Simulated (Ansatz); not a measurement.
**Fields on a plane of TiS2 (CdI2 type)**

```
CELL_PARAMETERS angstrom
      3.29803     0.00000     0.00000
     -1.64902     2.85618     0.00000
      0.00000     0.00000     5.34064
ATOMIC_POSITIONS crystal
  Ti 0.00000 0.00000 0.00000
  S  0.33333 0.66667 0.26873
  S  0.66667 0.33333 0.73127
```

The slice is a (-1 1 0 2) plane (indices of the conventional cell) through the point (0.333, 0.667, 0.269) (fractional), spanned by u = [110] and v = [1 -1 1] in vectors of this cell: u (3.30 Å) and v (7.82 Å, at 90° to u). It covers one period; positions are fractions (u, v).

Atoms on it: S at (0.00, 0.00). Other atoms lie within 1 Å of the plane.

Level of theory: PBEsol-D3(BJ) (plane waves to 420 eV, PAW, scalar-relativistic; Ansatz, a quantum-chemistry and plane-wave program). k mesh 16×16×9. Near the nuclei the fields are pseudised (PAW); where an atom keeps semicore shells as valence, they peak there. TiS2 is run without spin polarisation. TiS2 was relaxed with its symmetry unable to fall.

```
|77777766555555667777|
|77777766555555667777|
|77776655554455556677|
|66666655554455556666|
|77776655555555556677|
|99997755555555557799|
|99998866555555668899|
|99998866555555668899|
|88886655555555556688|
|66665555555555555566|
|66665555554455555566|
|77666655444444556666|
|77776666554455666677|
|77777766554455667777|
|77777766554455667777|
|77776655554455556677|
|66666655444444556666|
|55555544443344445555|
|55554444333333444455|
|55555544443344445555|
|66666655444444556666|
|77777766554455667777|
|77777766555555667777|
|00777766555555667777|
```
Scale: ten equal steps from -3.00 (start of '0') to 0.96 (end of '9'), in the order '0123456789'. Values: log₁₀ of the valence density in e/Å³. The map has 10 points along u (two characters each, u = 0 at the left) and 24 along v (v = 0 in the bottom row). The scale is logarithmic, as a density can span decades between atoms and voids; values under 0.001 e/Å³ are set to 0.001.

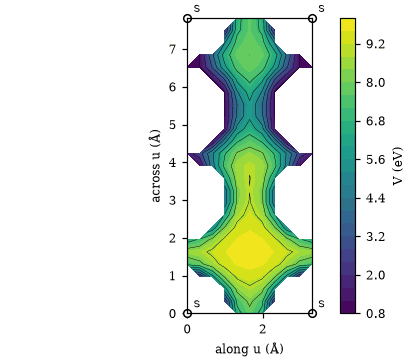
Figure: Electrostatic potential energy of an electron, from the cell's mean, in eV, one period of the plane, atoms marked. Points within 1 Å of a nucleus are left white, as the pseudised field means little there. Values under 1 eV are set to 1. The zero, the cell's mean, hangs on the PAW cores.
